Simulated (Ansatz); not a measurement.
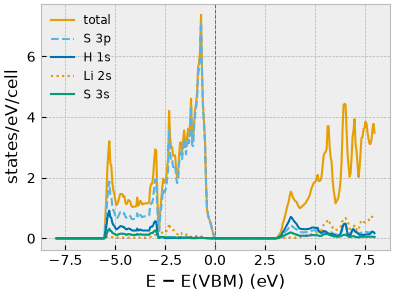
Fig. 1. Total and projected density of states of LiHS in space group Ama2 (No. 40; Li on 4a, S on 4b, H on 4b), plane-wave PAW LDA (Ansatz code)

Problem. Which orbitals carry the states next to the gap?

Solution. Top 1 eV of the valence band: S 3p 97 %. Bottom 1 eV of the conduction band: H 1s 45 %, S 3p 27 %, S 3s 13 %, outside the projected shells 12 %. Projections are on Löwdin-orthogonalised atomic valence shells; empty p or d shells of many metals are not among them.

Problem. Where is the tallest occupied peak in this window, and what makes it?

Solution. Near -0.7 eV, about 7.4 states/eV per cell; the largest projected share is S 3p.

The workflow started from an entry of the Crystallography Open Database (COD), which files this formula under 3 space groups. Whether it is the stable phase at ambient conditions was not checked. The cell was relaxed with LDA under the symmetry of its start. At this level the phase is dynamically unstable (imaginary phonons).

Potentials: the later of the program's two PAW sets.
